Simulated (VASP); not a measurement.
# Nickel: accuracy against cost in the SCF threshold and smearing, part 2 of 3

How sensitive are energy and pressure of Nickel to the SCF threshold and smearing? The series runs use r2SCAN. The start is a cell from a database of measured crystal structures.

VASP 6.6.1; r2SCAN, spin-polarised from a ferromagnetic start (one magnetic atom a cell); plane waves and PAW (Ni).

Still holding for the runs below: The cell holds one magnetic atom, so no antiferromagnetic order fits into it. The k-mesh is coarse for a metal.

So far. Step 6 (SCF threshold: EDIFF = 1E-06): Against the run before the energy moves by +0.01 meV an atom and the pressure by -0.02 GPa, after 17 cycles in 17 s.

## (7) SCF threshold: EDIFF = 1E-08

INCAR

```
SYSTEM = Ni
PREC = Accurate
ENCUT = 400
EDIFF = 1E-08
NELM = 100
ISMEAR = -1
SIGMA = 0.05
LREAL = .FALSE.
ALGO = Normal
METAGGA = R2SCAN
LASPH = .TRUE.
NBANDS = 11
ISPIN = 2
MAGMOM = 1
LMAXMIX = 4
LORBIT = 11
LWAVE = .FALSE.
LCHARG = .FALSE.
KPAR = 2
ISIF = 2
```

POSCAR

```
Ni
1.0
    0.0000000000      1.7619350000      1.7619350000
    1.7619350000      0.0000000000      1.7619350000
    1.7619350000      1.7619350000      0.0000000000
Ni
1
Direct
    0.0000000000      0.0000000000      0.0000000000
```

KPOINTS

```
Automatic mesh
0
Gamma
11 11 11
0 0 0
```

The projector-augmented-wave data sets are Ni (PBE family, release 64).

Run with:

```console
$ mpirun -np 2 vasp_std
```

Log:

```text
[... set-up lines as in an earlier step ...]
 entering main loop
       N       E                     dE             d eps       ncg     rms          rms(c)
[... 14 cycles as in an earlier step ...]
DAV:  15    -0.119292696767E+02    0.64643E-05   -0.12357E-05  2902   0.376E-02    0.830E-03
DAV:  16    -0.119292787991E+02   -0.91224E-05   -0.76347E-06  2617   0.314E-02    0.142E-03
DAV:  17    -0.119292777930E+02    0.10061E-05   -0.34246E-08  2873   0.217E-03    0.398E-04
DAV:  18    -0.119292780032E+02   -0.21024E-06   -0.86561E-09  1505   0.101E-03    0.151E-04
DAV:  19    -0.119292778392E+02    0.16403E-06   -0.94982E-10  1352   0.408E-04    0.182E-04
DAV:  20    -0.119292779047E+02   -0.65539E-07   -0.53398E-10  1364   0.286E-04    0.346E-05
DAV:  21    -0.119292778910E+02    0.13754E-07   -0.51751E-11  1349   0.822E-05    0.147E-05
DAV:  22    -0.119292778969E+02   -0.58824E-08   -0.17678E-11  1334   0.460E-05
   1 F= -.11929278E+02 E0= -.11922679E+02  d E =-.131987E-01  mag=     0.7535
```

Wall time 28 s (2 MPI ranks of Intel Xeon Platinum 8488C (Sapphire Rapids), shared host); peak memory 0.23 GiB; 53 s of CPU time.

From OUTCAR (step 7):

```text
  Total       -0.5310314     -0.5310314     -0.5310314     -0.0000000      0.0000000      0.0000000
  in kB      -77.7734149    -77.7734149    -77.7734149     -0.0000000      0.0000000      0.0000000
  external PRESSURE =     -77.7734149 kB  Pullay stress =       0.0000000 kB

  FREE ENERGIE OF THE ION-ELECTRON SYSTEM (eV)
  ---------------------------------------------------
  free  energy   TOTEN  =       -11.9292778969 eV

  energy  without entropy=      -11.9160792192  energy(sigma->0) =      -11.92267856

[... 4 parts as in an earlier step ...]

[... 1 further part left out ...]
[key lines of the parts left out:]
E-fermi :   9.2518
```

Against the run before the energy stays within 0.01 meV an atom and the pressure within 0.01 GPa, after 22 cycles in 28 s.

## (8) The SCF threshold series as a table

This step: convergence of r2SCAN results with the threshold; plane waves and PAW (VASP 6.6.1).

No new run; the numbers come from the runs before.

Differences are taken from the run with EDIFF = 1E-08. Results of the series, by row:

```tsv
setting	status	energy less the reference (meV/atom)	pressure (GPa)	moment (μB)	SCF cycles	wall time (s)
EDIFF = 0.01	converged	-0.3758	-14.73	0.667	8	7.8
EDIFF = 0.001	converged	0.7816	-14.42	0.7102	10	15.6
EDIFF = 1E-04	converged	0.2849	-7.469	0.7366	12	16
EDIFF = 1E-05	converged	-0.00486	-7.758	0.7544	14	22
EDIFF = 1E-06	converged	6.50e-4	-7.774	0.7535	17	16.6
EDIFF = 1E-08	converged	0	-7.777	0.7535	22	28
```

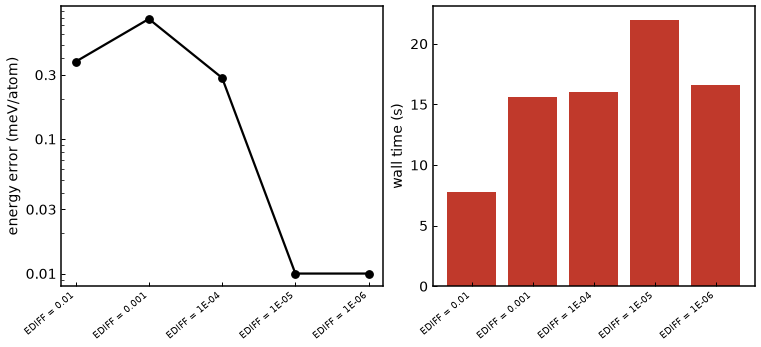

The energy error in size, against the reference run (errors under 0.01 are drawn at 0.01), and the wall time by setting.

## (9) Smearing: ISMEAR = 0, SIGMA = 0.01

This step: r2SCAN, spin-polarised from a ferromagnetic start (one magnetic atom a cell); plane waves and PAW (Ni) (VASP 6.6.1).

Smearing steadies the sum over the Fermi surface at the price of an entropy term.

INCAR, as its differences from that of step 7:

```diff
@@ -3,6 +3,6 @@
 ENCUT = 400
-EDIFF = 1E-08
+EDIFF = 1E-06
 NELM = 100
-ISMEAR = -1
-SIGMA = 0.05
+ISMEAR = 0
+SIGMA = 0.01
 LREAL = .FALSE.
```

POSCAR is that of step 7.

KPOINTS is that of step 7.

Run with:

```console
$ mpirun -np 2 vasp_std
```

Log:

```text
[... set-up lines as in an earlier step ...]
 entering main loop
       N       E                     dE             d eps       ncg     rms          rms(c)
DAV:   1     0.184507007535E+02    0.18451E+02   -0.39730E+03  2534   0.975E+02
DAV:   2    -0.134736677314E+02   -0.31924E+02   -0.30062E+02  2572   0.160E+02
DAV:   3    -0.142858586095E+02   -0.81219E+00   -0.80553E+00  2803   0.306E+01
DAV:   4    -0.142935485385E+02   -0.76899E-02   -0.76884E-02  2874   0.252E+00
DAV:   5    -0.142937082667E+02   -0.15973E-03   -0.15973E-03  2825   0.340E-01    0.107E+01
DAV:   6    -0.124797557170E+02    0.18140E+01   -0.21503E+01  3004   0.692E+01    0.834E+00
DAV:   7    -0.119193040145E+02    0.56045E+00   -0.45518E+00  2971   0.258E+01    0.214E+00
DAV:   8    -0.119217143813E+02   -0.24104E-02   -0.30432E-02  2635   0.191E+00    0.111E+00
DAV:   9    -0.119200165365E+02    0.16978E-02   -0.14255E-03  2965   0.333E-01    0.363E-01
DAV:  10    -0.119194833261E+02    0.53321E-03   -0.27675E-03  3019   0.642E-01    0.857E-02
DAV:  11    -0.119195270965E+02   -0.43770E-04   -0.23928E-04  3037   0.202E-01    0.429E-02
DAV:  12    -0.119195363151E+02   -0.92186E-05   -0.49294E-06  2637   0.255E-02    0.233E-02
DAV:  13    -0.119195328827E+02    0.34324E-05   -0.11079E-05  2759   0.420E-02    0.604E-03
DAV:  14    -0.119195337699E+02   -0.88725E-06   -0.65141E-07  1481   0.110E-02
   1 F= -.11919534E+02 E0= -.11919508E+02  d E =-.523067E-04  mag=     0.6030
```

It took 14 s on 2 MPI ranks; peak memory 0.22 GiB.

OUTCAR, selected parts (step 9):

```text
   NELECT =      10.0000    total number of electrons

 E-fermi :   9.2582

 spin component 1
 k-point     1 :       0.0000    0.0000    0.0000
  band No.  band energies     occupation
    ...
      2       6.4439      1.00000
      3       6.4439      1.00000
      4       6.4439      1.00000
      5       7.7038      1.00000
      6       7.7038      1.00000
      7      33.7420      0.00000
      8      37.8588      0.00000
      9      37.8588      0.00000
     10      37.8592      0.00000
     11      40.4884      0.00000

 k-point     2 :       0.0909    0.0000    0.0000
  band No.  band energies     occupation
    ...
      2       6.3649      1.00000
      3       6.5134      1.00000
      4       6.5135      1.00000
      5       7.6762      1.00000
      6       7.6763      1.00000
      7      32.2402      0.00000
      8      35.2540      0.00000
      9      37.0788      0.00000
     10      37.0791      0.00000
     11      41.6325      0.00000

  Total       -0.6285796     -0.6285796     -0.6285796      0.0000000      0.0000000     -0.0000000
  in kB      -92.0600536    -92.0600536    -92.0600536      0.0000000      0.0000000     -0.0000000
  external PRESSURE =     -92.0600536 kB  Pullay stress =       0.0000000 kB

 POSITION                                       TOTAL-FORCE (eV/Angst)
 -----------------------------------------------------------------------------------
      0.00000      0.00000      0.00000         0.000000     -0.000000      0.000000
 -----------------------------------------------------------------------------------
    total drift:                                0.000000      0.000000     -0.000000

  FREE ENERGIE OF THE ION-ELECTRON SYSTEM (eV)
  ---------------------------------------------------
  free  energy   TOTEN  =       -11.9195337699 eV

  energy  without entropy=      -11.9194814633  energy(sigma->0) =      -11.91950762

 magnetization (x)
# of ion       s       p       d       tot
------------------------------------------
    1       -0.013  -0.045   0.687   0.628

[... 8 parts as in an earlier step ...]

[... 14 further parts left out ...]
```

This step gave:

* SCF cycles: 14
* free energy (TOTEN): -11.92 eV
* Fermi energy: 9.258 eV
* pressure: -9.206 GPa
* moment of the cell, from the last line of the log: 0.603 μB

Spin moment in the PAW sphere by atom:

```tsv
atom	spin moment in the PAW sphere (μB)
Ni1	0.628
```

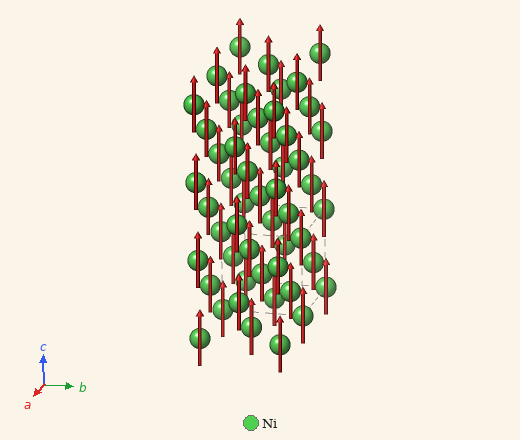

Spin moment in the PAW sphere as arrows, the longest 0.628 μB. Up and down stand for the sign. Arrows give size and sign along the axis of quantisation, drawn up and down the page. 2×1×3 conventional cells are drawn. Some periodic images of atoms are drawn too.

The series starts at -11.9195 eV an atom and -9.21 GPa, after 14 cycles in 14 s. The entropy term T·S comes to 0.05 meV an atom in size.

## (10) Smearing: ISMEAR = 0, SIGMA = 0.05

INCAR, as its differences from that of step 9:

```diff
@@ -6,3 +6,3 @@
 ISMEAR = 0
-SIGMA = 0.01
+SIGMA = 0.05
 LREAL = .FALSE.
```

POSCAR is that of step 9.

KPOINTS is that of step 9.

Run with:

```console
$ mpirun -np 2 vasp_std
```

Log:

```text
[... set-up lines as in an earlier step ...]
 entering main loop
       N       E                     dE             d eps       ncg     rms          rms(c)
DAV:   1     0.184497555864E+02    0.18450E+02   -0.39730E+03  2534   0.975E+02
DAV:   2    -0.134744604382E+02   -0.31924E+02   -0.30057E+02  2572   0.160E+02
DAV:   3    -0.142871812419E+02   -0.81272E+00   -0.80601E+00  2803   0.306E+01
DAV:   4    -0.142948675198E+02   -0.76863E-02   -0.76848E-02  2874   0.252E+00
[...]
DAV:  15    -0.119244672761E+02   -0.69441E-05   -0.16782E-06  1834   0.179E-02    0.337E-03
DAV:  16    -0.119244657612E+02    0.15149E-05   -0.30279E-07  1322   0.721E-03    0.609E-04
DAV:  17    -0.119244660406E+02   -0.27944E-06   -0.66460E-08  1301   0.312E-03
   1 F= -.11924466E+02 E0= -.11924020E+02  d E =-.892284E-03  mag=     0.7805
```

Wall time 24 s (2 MPI ranks); peak memory 0.23 GiB; 45 s of CPU time.

OUTCAR, selected parts (step 10):

```text
  Total       -0.5190498     -0.5190498     -0.5190498     -0.0000000     -0.0000000      0.0000000
  in kB      -76.0186179    -76.0186179    -76.0186179     -0.0000000     -0.0000000      0.0000000
  external PRESSURE =     -76.0186179 kB  Pullay stress =       0.0000000 kB

 POSITION                                       TOTAL-FORCE (eV/Angst)
 -----------------------------------------------------------------------------------
      0.00000      0.00000      0.00000         0.000000      0.000000      0.000000
 -----------------------------------------------------------------------------------
    total drift:                                0.000000      0.000000     -0.000000

  FREE ENERGIE OF THE ION-ELECTRON SYSTEM (eV)
  ---------------------------------------------------
  free  energy   TOTEN  =       -11.9244660406 eV

  energy  without entropy=      -11.9235737570  energy(sigma->0) =      -11.92401990

 magnetization (x)
# of ion       s       p       d       tot
------------------------------------------
    1       -0.009  -0.040   0.852   0.803

[... 2 parts as in an earlier step ...]

[... 1 further part left out ...]
[key lines of the parts left out:]
E-fermi :   9.2542
```

Against the run before the energy at zero width moves by -4.51 meV an atom and the pressure by +1.60 GPa, after 17 cycles in 24 s. The entropy term T·S comes to 0.89 meV an atom in size.

## (11) Smearing: ISMEAR = 0, SIGMA = 0.1

INCAR, as its differences from that of step 10:

```diff
@@ -6,3 +6,3 @@
 ISMEAR = 0
-SIGMA = 0.05
+SIGMA = 0.1
 LREAL = .FALSE.
```

POSCAR is that of step 10.

KPOINTS is that of step 10.

Run with:

```console
$ mpirun -np 2 vasp_std
```

Log:

```text
[... set-up lines as in an earlier step ...]
 entering main loop
       N       E                     dE             d eps       ncg     rms          rms(c)
DAV:   1     0.184477364587E+02    0.18448E+02   -0.39730E+03  2534   0.975E+02
DAV:   2    -0.134774113951E+02   -0.31925E+02   -0.30065E+02  2572   0.160E+02
DAV:   3    -0.142905251236E+02   -0.81311E+00   -0.80697E+00  2803   0.306E+01
DAV:   4    -0.142982064206E+02   -0.76813E-02   -0.76793E-02  2874   0.252E+00
[...]
DAV:  16    -0.119266448535E+02   -0.10391E-04   -0.11130E-05  2565   0.377E-02    0.158E-03
DAV:  17    -0.119266438060E+02    0.10474E-05   -0.66728E-08  1304   0.338E-03    0.690E-04
DAV:  18    -0.119266442712E+02   -0.46520E-06   -0.56004E-08  1286   0.277E-03
   1 F= -.11926644E+02 E0= -.11922927E+02  d E =-.743382E-02  mag=     0.7650
```

The job ended after 24 s (2 MPI ranks; peak memory 0.23 GiB; 45 s of CPU time).

From OUTCAR (step 11):

```text
  Total       -0.5265845     -0.5265845     -0.5265845     -0.0000000     -0.0000000      0.0000000
  in kB      -77.1221223    -77.1221223    -77.1221223     -0.0000000     -0.0000000      0.0000000
  external PRESSURE =     -77.1221223 kB  Pullay stress =       0.0000000 kB

  FREE ENERGIE OF THE ION-ELECTRON SYSTEM (eV)
  ---------------------------------------------------
  free  energy   TOTEN  =       -11.9266442712 eV

  energy  without entropy=      -11.9192104483  energy(sigma->0) =      -11.92292736

 magnetization (x)
# of ion       s       p       d       tot
------------------------------------------
    1       -0.009  -0.041   0.838   0.788

[... 3 parts as in an earlier step ...]

[... 1 further part left out ...]
[key lines of the parts left out:]
E-fermi :   9.2554
```

Against the run before the energy at zero width moves by +1.09 meV an atom and the pressure by -0.11 GPa, after 18 cycles in 24 s. The entropy term T·S comes to 7.43 meV an atom in size.

## (12) Smearing: ISMEAR = 0, SIGMA = 0.2

INCAR, as its differences from that of step 11:

```diff
@@ -6,3 +6,3 @@
 ISMEAR = 0
-SIGMA = 0.1
+SIGMA = 0.2
 LREAL = .FALSE.
```

POSCAR is that of step 11.

KPOINTS is that of step 11.

Run with:

```console
$ mpirun -np 2 vasp_std
```

Log:

```text
[... set-up lines as in an earlier step ...]
 entering main loop
       N       E                     dE             d eps       ncg     rms          rms(c)
DAV:   1     0.184415839359E+02    0.18442E+02   -0.39730E+03  2534   0.975E+02
DAV:   2    -0.134888731868E+02   -0.31930E+02   -0.30074E+02  2572   0.160E+02
DAV:   3    -0.143022179660E+02   -0.81334E+00   -0.80822E+00  2803   0.306E+01
DAV:   4    -0.143098896267E+02   -0.76717E-02   -0.76688E-02  2874   0.252E+00
[...]
DAV:  13    -0.119390548072E+02   -0.52897E-05   -0.24470E-05  2763   0.495E-02    0.100E-02
DAV:  14    -0.119390585111E+02   -0.37039E-05   -0.67335E-06  2203   0.296E-02    0.251E-03
DAV:  15    -0.119390590779E+02   -0.56673E-06   -0.20014E-07  1331   0.516E-03
   1 F= -.11939059E+02 E0= -.11922615E+02  d E =-.328883E-01  mag=     0.7165
```

Wall time 17 s (2 MPI ranks); peak memory 0.22 GiB.

From OUTCAR (step 12):

```text
  Total       -0.5509654     -0.5509654     -0.5509654      0.0000000      0.0000000      0.0000000
  in kB      -80.6928963    -80.6928963    -80.6928963      0.0000000      0.0000000      0.0000000
  external PRESSURE =     -80.6928963 kB  Pullay stress =       0.0000000 kB

  FREE ENERGIE OF THE ION-ELECTRON SYSTEM (eV)
  ---------------------------------------------------
  free  energy   TOTEN  =       -11.9390590779 eV

  energy  without entropy=      -11.9061707870  energy(sigma->0) =      -11.92261493

 magnetization (x)
# of ion       s       p       d       tot
------------------------------------------
    1       -0.011  -0.042   0.793   0.740

[... 3 parts as in an earlier step ...]

[... 1 further part left out ...]
[key lines of the parts left out:]
E-fermi :   9.2384
```

Against the run before the energy at zero width moves by +0.31 meV an atom and the pressure by -0.36 GPa, after 15 cycles in 17 s. The entropy term T·S comes to 32.89 meV an atom in size.

## (13) Smearing: ISMEAR = 0, SIGMA = 0.5

INCAR, as its differences from that of step 12:

```diff
@@ -6,3 +6,3 @@
 ISMEAR = 0
-SIGMA = 0.2
+SIGMA = 0.5
 LREAL = .FALSE.
```

POSCAR is that of step 12.

KPOINTS is that of step 12.

Run with:

```console
$ mpirun -np 2 vasp_std
```

Log:

```text
[... set-up lines as in an earlier step ...]
 entering main loop
       N       E                     dE             d eps       ncg     rms          rms(c)
DAV:   1     0.184028378380E+02    0.18403E+02   -0.39730E+03  2534   0.975E+02
DAV:   2    -0.135633387709E+02   -0.31966E+02   -0.30095E+02  2572   0.160E+02
DAV:   3    -0.143780518616E+02   -0.81471E+00   -0.80892E+00  2803   0.307E+01
DAV:   4    -0.143857491310E+02   -0.76973E-02   -0.76944E-02  2874   0.252E+00
[...]
DAV:  14    -0.120123148627E+02   -0.40794E-05   -0.12639E-05  2817   0.444E-02    0.774E-03
DAV:  15    -0.120123138151E+02    0.10475E-05   -0.11038E-06  1427   0.142E-02    0.345E-03
DAV:  16    -0.120123136768E+02    0.13831E-06   -0.44338E-07  1307   0.909E-03
   1 F= -.12012314E+02 E0= -.11931413E+02  d E =-.161801E+00  mag=     0.6966
```

Wall time 21 s (2 MPI ranks); peak memory 0.22 GiB.

OUTCAR, selected parts (step 13):

```text
  Total       -0.5030597     -0.5030597     -0.5030597      0.0000000      0.0000000      0.0000000
  in kB      -73.6767527    -73.6767527    -73.6767527      0.0000000      0.0000000      0.0000000
  external PRESSURE =     -73.6767527 kB  Pullay stress =       0.0000000 kB

 POSITION                                       TOTAL-FORCE (eV/Angst)
 -----------------------------------------------------------------------------------
      0.00000      0.00000      0.00000         0.000000      0.000000      0.000000
 -----------------------------------------------------------------------------------
    total drift:                                0.000000     -0.000000     -0.000000

  FREE ENERGIE OF THE ION-ELECTRON SYSTEM (eV)
  ---------------------------------------------------
  free  energy   TOTEN  =       -12.0123136768 eV

  energy  without entropy=      -11.8505131163  energy(sigma->0) =      -11.93141340

 magnetization (x)
# of ion       s       p       d       tot
------------------------------------------
    1       -0.010  -0.040   0.769   0.719

[... 2 parts as in an earlier step ...]

[... 1 further part left out ...]
[key lines of the parts left out:]
E-fermi :   9.1986
```

Against the run before the energy at zero width moves by -8.80 meV an atom and the pressure by +0.70 GPa, after 16 cycles in 21 s. The entropy term T·S comes to 161.80 meV an atom in size.

## (14) Smearing: ISMEAR = 1, SIGMA = 0.01

INCAR, as its differences from that of step 13:

```diff
@@ -5,4 +5,4 @@
 NELM = 100
-ISMEAR = 0
-SIGMA = 0.5
+ISMEAR = 1
+SIGMA = 0.01
 LREAL = .FALSE.
```

POSCAR is that of step 13.

KPOINTS is that of step 13.

Run with:

```console
$ mpirun -np 2 vasp_std
```

Log:

```text
[... set-up lines as in an earlier step ...]
 entering main loop
       N       E                     dE             d eps       ncg     rms          rms(c)
DAV:   1     0.184507639713E+02    0.18451E+02   -0.39730E+03  2534   0.975E+02
DAV:   2    -0.134736389835E+02   -0.31924E+02   -0.30063E+02  2572   0.160E+02
DAV:   3    -0.142857787171E+02   -0.81214E+00   -0.80552E+00  2803   0.306E+01
DAV:   4    -0.142934691012E+02   -0.76904E-02   -0.76888E-02  2874   0.252E+00
[...]
DAV:  12    -0.119195023950E+02   -0.10737E-04   -0.57288E-06  2660   0.243E-02    0.198E-02
DAV:  13    -0.119194969187E+02    0.54763E-05   -0.11678E-05  2712   0.438E-02    0.752E-03
DAV:  14    -0.119194970762E+02   -0.15748E-06   -0.48975E-07  1493   0.972E-03
   1 F= -.11919497E+02 E0= -.11919496E+02  d E =-.226691E-05  mag=     0.6013
```

It took 17 s on 2 MPI ranks; peak memory 0.22 GiB.

From OUTCAR (step 14):

```text
  Total       -0.6306594     -0.6306594     -0.6306594     -0.0000000     -0.0000000      0.0000000
  in kB      -92.3646618    -92.3646618    -92.3646618     -0.0000000     -0.0000000      0.0000000
  external PRESSURE =     -92.3646618 kB  Pullay stress =       0.0000000 kB

 POSITION                                       TOTAL-FORCE (eV/Angst)
 -----------------------------------------------------------------------------------
      0.00000      0.00000      0.00000        -0.000000     -0.000000      0.000000
 -----------------------------------------------------------------------------------
    total drift:                                0.000000      0.000000     -0.000000

  FREE ENERGIE OF THE ION-ELECTRON SYSTEM (eV)
  ---------------------------------------------------
  free  energy   TOTEN  =       -11.9194970762 eV

  energy  without entropy=      -11.9194948093  energy(sigma->0) =      -11.91949632

 magnetization (x)
# of ion       s       p       d       tot
------------------------------------------
    1       -0.013  -0.045   0.685   0.627

[... 2 parts as in an earlier step ...]

[... 1 further part left out ...]
[key lines of the parts left out:]
E-fermi :   9.2612
```

Against the first of the series the energy at zero width moves by +0.01 meV an atom and the pressure by -0.03 GPa, after 14 cycles in 17 s. The entropy term T·S comes to 0.00 meV an atom in size.

(Part 2 of 3 ends here.)

[Lines on the potential files, build, host, timing and source positions are cut from VASP's logs without a mark.]

[Logs are printed without paths, hosts, clocks, repeated set-up lines and the standing remarks that a program may print on its own settings, such as how far it seeks lower states.]

[Hosts, paths, dates, database ids (printed as entryN), source tags and the programs' standing remarks are cut or masked in the printed files.]

[A measured line is paired with the nearest computed mode of its activity, which favours agreement.]
